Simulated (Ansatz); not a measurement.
## Electronic structure of FH3Si···NH3···HF in real space

The calculation's input:

```
crystal:
  periodic: [false, false, false]
  atoms:
    - { symbol: Si, position_ang: [-0.909766, 1.172573, -0.987901] }
    - { symbol: "N", position_ang: [0.651833, -1.376156, -0.107293] }
    - { symbol: H, position_ang: [-1.578967, -0.019598, -1.503071] }
    - { symbol: H, position_ang: [-1.688684, 2.363658, -1.357076] }
    - { symbol: H, position_ang: [0.466879, 1.325387, -1.450175] }
    - { symbol: H, position_ang: [0.428877, 0.440846, 2.165709] }
    - { symbol: F, position_ang: [-0.954926, 1.164641, 0.657622] }
    - { symbol: H, position_ang: [1.197645, -1.204214, 0.728446] }
    - { symbol: F, position_ang: [1.101022, -0.025636, 2.560407] }
    - { symbol: H, position_ang: [0.008752, -2.119039, 0.109019] }
    - { symbol: H, position_ang: [1.277235, -1.722561, -0.815687] }
basis:
  gaussian: { orbitals: def2-mTZVP }
hamiltonian:
  xc: { name: BHLYP }
  dispersion: d4
relax:
  f_tol: 0.03
  max_steps: 50
output:
  orbitals: {}
```

Launched as:

```sh
ansatz run input.yaml --threads 2 --pin off --max-ram 3072MiB --backend cpu --events-out ev --progress --plain --runs-dir out
```

The fields are those of the run's last geometry, not of the input's.

These are results of RKS BHLYP-D4/def2-mTZVP (Ansatz 0.2.0), not measurements.

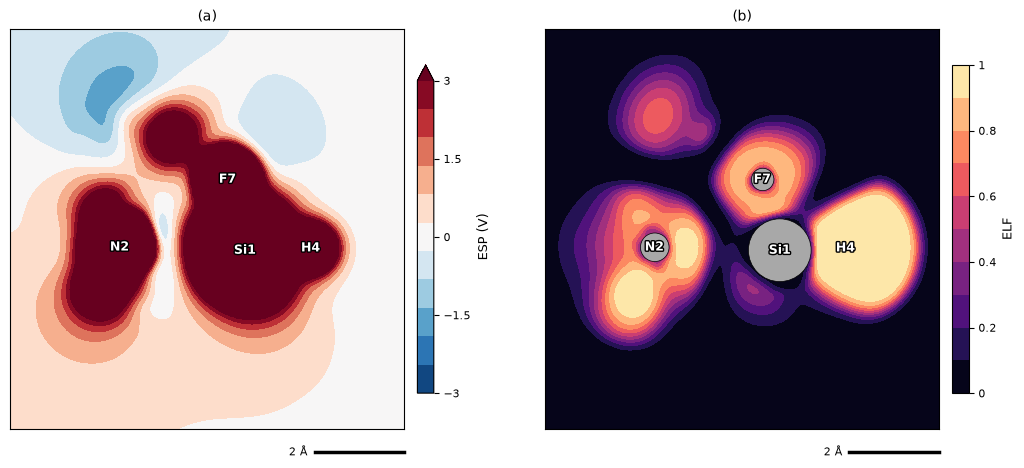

Figure 1. (a) electrostatic potential; (b) ELF on the plane of atoms H4, Si1 and F7. Grey discs cover the atomic cores in the ELF map.

Question: Interpret the plot.

Answer:
- Atoms in the plane: Si, N, H and F.
- Si–F (1.62 Å): the ELF peaks at about 0.85 in the valence shell of F, 0.7 Å from its nucleus, and is about 0.55 at the midpoint.
- Si–H (1.47 Å): the ELF climbs to about 1 towards the hydrogen, as it does in any bond to H.
- The ELF also peaks beside F7, away from the bonds: lone-pair regions.
- Outside the dense part of the complex the potential is most negative (−1.6 V) near F9, which lies off the plane.

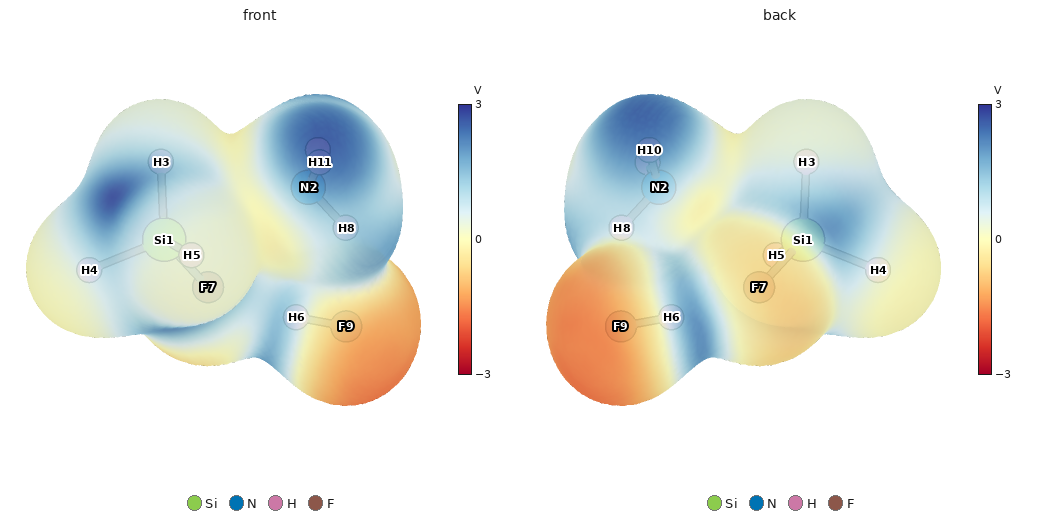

Figure 2. The electrostatic potential painted on the density surface at 0.004 e/bohr³, seen from the front and from behind; the colour scale runs from red (negative) to blue (positive).

Question: Describe the electrostatic potential map.

Answer: The most negative region (about −1.7 V) lies over F9, the most positive (about +2.6 V) over Si1, H10 and H11.

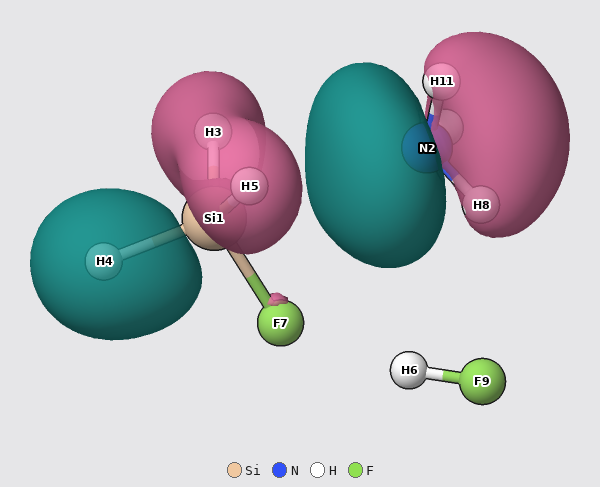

Figure 3. The HOMO at ±0.08 Å⁻³ᐟ² (teal and pink are the two phases), seen at a tilt.

Question: Describe this orbital and give its energy.

Answer: Its weight (Hirshfeld) is mainly on N2 (about 60 %), Si1 (about 10 %) and H4 (about 5 %). Its energy is −9.62 eV.

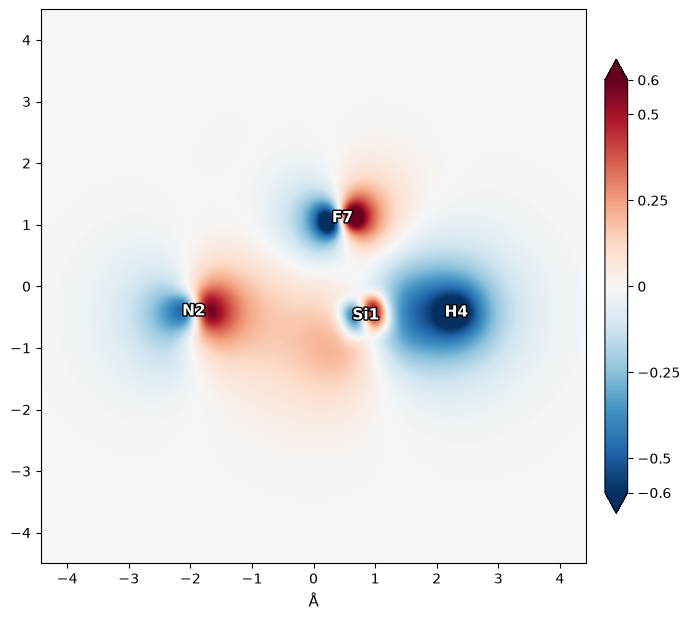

Figure 4. The HOMO−1 on the plane of atoms H4, Si1 and F7 (values in Å⁻³ᐟ²; the overall sign is arbitrary).

Question: What is the character of this orbital?

Answer: By Hirshfeld shares it lies mainly on Si1 (about 30 %), H4 (about 30 %), N2 (about 15 %) and F7 (about 10 %). Its energy is −11.10 eV.
